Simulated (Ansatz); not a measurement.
Fields on a plane of TiAu (CsCl type)

```yaml
crystal:
  lattice:
    - [3.21804, 0.00000, 0.00000]
    - [0.00000, 3.21804, 0.00000]
    - [0.00000, 0.00000, 3.21804]
  atoms:
    - { symbol: Ti, position: [0.50000, 0.50000, 0.50000] }
    - { symbol: Au, position: [0.00000, 0.00000, 0.00000] }
```

The slice is a {110} plane (indices of the conventional cell) through the point (0.500, 0.500, 0.500) (fractional), spanned by u = [100] and v = [011] in vectors of this cell: u (3.22 Å) and v (4.55 Å, at 90° to u). It covers one period; positions are fractions (u, v).

Atoms on it: Ti at (0.00, 0.00); Au at (0.50, 0.50).

Level of theory: PBEsol (plane waves to 420 eV, PAW, scalar-relativistic; Ansatz, a first-principles code). k mesh 14×14×14. These are valence fields of a PAW run, semicore shells included where kept as valence: close to a nucleus they are smooth pseudo fields. Spin-orbit coupling is left out, though Au is heavy. TiAu is run without spin polarisation. TiAu was relaxed with its symmetry unable to fall.

```
|xxx961012210169xx|
|xx98400133100489x|
|99851012442101589|
|76410124444210146|
|11001344444431001|
|00023444444443200|
|11244444554444421|
|23344456666544433|
|33334567887654333|
|2333567xxxx765333|
|2234678xxxx876432|
|223468xxxxxx86432|
|2234678xxxx876432|
|2333567xxxx765333|
|33334567887654333|
|23344456666544433|
|11244444554444421|
|00023444444443200|
|11001344444431001|
|76410124444210146|
|99851012442101589|
|xx98400133100489x|
|xxx961012210169xx|
|xxx971002200179xx|
```
Scale: ten equal steps from 0.09 (start of '0') to 0.65 (end of '9'), in the order '0123456789'. Values: electron localisation function (ELF). The map has 17 points along u (one character each, u = 0 at the left) and 24 along v (v = 0 in the bottom row). Points within 0.5 Å of a nucleus are blanked (x), as the pseudised field means little there.

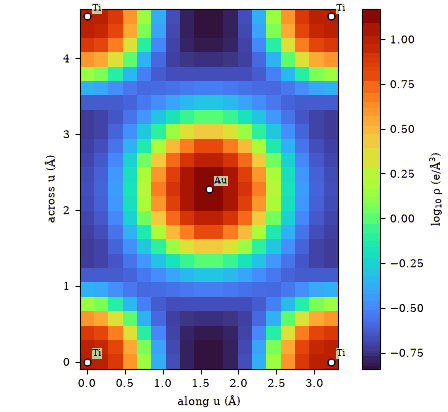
Log₁₀ of the valence density in e/Å³, one period of the plane, atoms marked. The scale is logarithmic, as a density can span decades between atoms and voids.

The density on the Ti–Au line (2.79 Å) at its density minimum, 1.3 Å from Ti comes out as 0.26 e/Å³. The ELF at that point comes out as 0.2.
